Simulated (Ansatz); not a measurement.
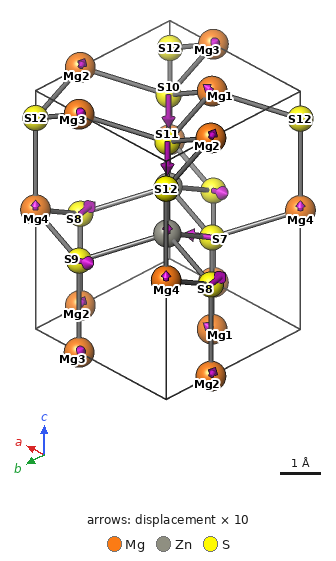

A relaxation of solid Mg2ZnS3 (a generated structure, set up in P31m) (coarse preliminary run). The starting structure is drawn; purple arrows show the displacements (the part carried along by the change of the cell is left out), 10 times their true length.

A ball-and-stick model of the cell of the calculation, seen from a free direction.

The calculation used DFT PBE, scalar-relativistic, plane waves, PAW (Ansatz). Set-up: plane-wave cutoff 420 eV; k-point mesh 3 × 3 × 4; occupations gaussian; smearing width 0.1 eV; no spin polarisation; cell and atoms relaxed; force threshold 0.04 eV/Å; at most 70 steps.

### Which element moves most?

Sulfur: up to 0.090 Å, against 0.030 Å for zinc.

### Describe the change and its energy.

The largest moves relative to the cell, 0.090 Å, are those of S atoms. Largest moves by element: S 0.090 Å, Zn 0.030 Å, Mg 0.030 Å. Cell: a = b 6.636 → 6.895 Å (+3.9 %), c 6.267 → 6.449 Å (+2.9 %). Volume +11.1 %. Near-neighbour distances that change, for instance: Mg–S 2.326 → 2.492 Å, Mg–S 2.326 → 2.441 Å, Mg–S 2.413 → 2.476 Å, S–Zn 2.326 → 2.386 Å. Among the angles between lasting bonds that change: Mg–S–Zn 108.0° → 110.4°, Mg–S–Mg 110.9° → 108.5°, Zn–S–Zn 110.9° → 113.0°. The space group stays P31m (No. 157). The energy falls by 0.798 eV per cell of the calculation in 4 accepted moves (5 points after the start). The largest force component goes from 0.94 to 0.0058 eV/Å. The pressure goes from 8.00 to 0.01 GPa. At 1 point the geometry stayed and the basis and grid were re-selected for the new cell (energy shift of 4.5 meV per cell of the calculation at most each time). The run took 100 s on 1 thread of Arm Neoverse V1, on a shared host, peak memory 0.49 GiB.
